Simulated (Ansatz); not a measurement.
## Electronic structure of C₈H₁₆ in real space

```yaml
atoms:
  - { symbol: C, position_ang: [0.6223, -1.0814, -1.5263] }
  - { symbol: C, position_ang: [0.8900, -0.6388, -0.0923] }
  - { symbol: C, position_ang: [0.0812, -1.4602, 0.9132] }
  - { symbol: C, position_ang: [-1.4058, -1.1335, 0.8772] }
  - { symbol: C, position_ang: [-1.6419, 0.3530, 1.1013] }
  - { symbol: C, position_ang: [-0.8449, 1.1953, 0.1156] }
  - { symbol: C, position_ang: [0.6434, 0.8595, 0.1487] }
  - { symbol: C, position_ang: [1.4361, 1.7519, -0.7914] }
  - { symbol: H, position_ang: [-0.4036, -0.8781, -1.8414] }
  - { symbol: H, position_ang: [1.2879, -0.5816, -2.2326] }
  - { symbol: H, position_ang: [0.7865, -2.1575, -1.6268] }
  - { symbol: H, position_ang: [1.9532, -0.8247, 0.1076] }
  - { symbol: H, position_ang: [0.4609, -1.2544, 1.9217] }
  - { symbol: H, position_ang: [0.2412, -2.5283, 0.7328] }
  - { symbol: H, position_ang: [-1.9347, -1.7204, 1.6342] }
  - { symbol: H, position_ang: [-1.8297, -1.4288, -0.0894] }
  - { symbol: H, position_ang: [-1.3361, 0.6137, 2.1226] }
  - { symbol: H, position_ang: [-2.7082, 0.5872, 1.0272] }
  - { symbol: H, position_ang: [-0.9805, 2.2604, 0.3315] }
  - { symbol: H, position_ang: [-1.2323, 1.0409, -0.8991] }
  - { symbol: H, position_ang: [0.9926, 1.0621, 1.1716] }
  - { symbol: H, position_ang: [1.0715, 1.6754, -1.8193] }
  - { symbol: H, position_ang: [1.3528, 2.8005, -0.4938] }
  - { symbol: H, position_ang: [2.4977, 1.4880, -0.7931] }
```

Geometry: PBE0-D4/def2-TZVP.

Method: RKS PBE0-D4/def2-TZVPP in Ansatz 0.2.0.

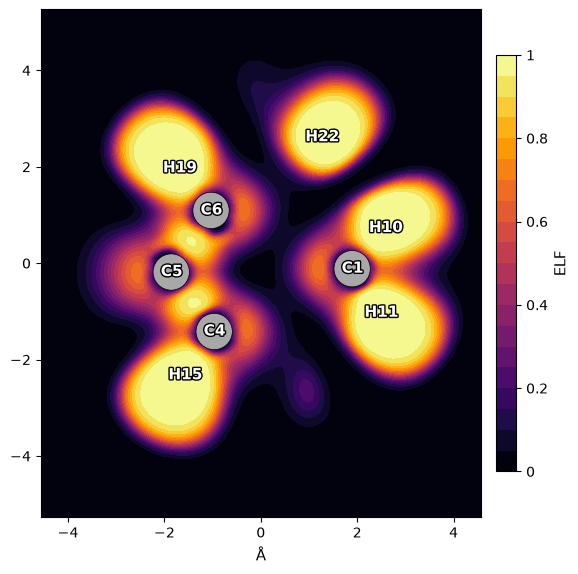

Figure 1. ELF on the plane of atoms C4, C5 and C6. Grey discs cover the atomic cores.

What does the map show?

Answer.
- The section cuts through C and H sites.
- C–C (1.52 Å): the ELF peaks at about 0.95 between the atoms: localised, covalent bonding.
- C–H (1.09 Å): the ELF climbs to about 1 towards the hydrogen, as it does in any bond to H; a covalent bond by its length.

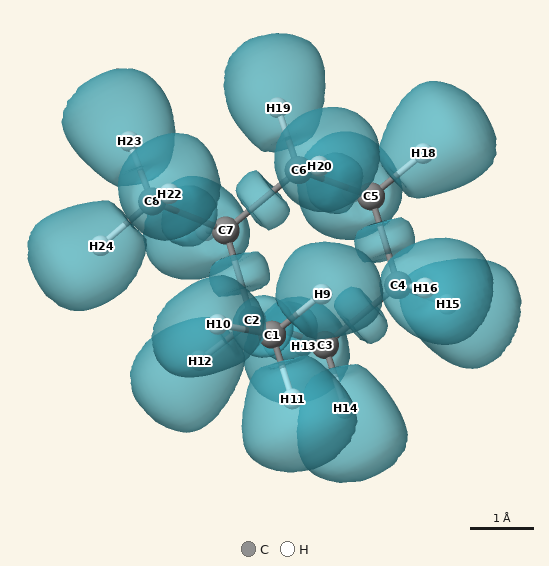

Figure 2. Isosurface of the electron localisation function at 0.75 (cyan), seen at a tilt. Only the valence region is drawn (cores and ρ < 0.01 e/Å³ removed).

Identify the bonds, lone pairs and shells in this picture.

Answer. At this value the surface marks out eight regions between bonded C–C atoms (shared pairs) and 16 regions around hydrogen nuclei.

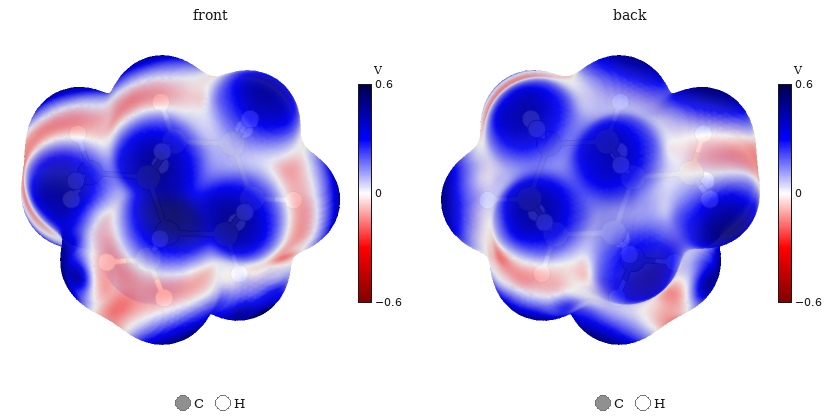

Figure 3. The molecular electrostatic potential painted on the density surface at 0.002 e/bohr³, seen from the front and from behind; the colour scale runs from red (negative) to blue (positive).

Which sites attract a positive test charge, and which a negative one?

Answer. A positive charge is drawn to the negative regions and a negative charge to the positive ones. The most negative region (about −0.1 V) lies over the C atoms, the most positive (about +0.5 V) over the H atoms.
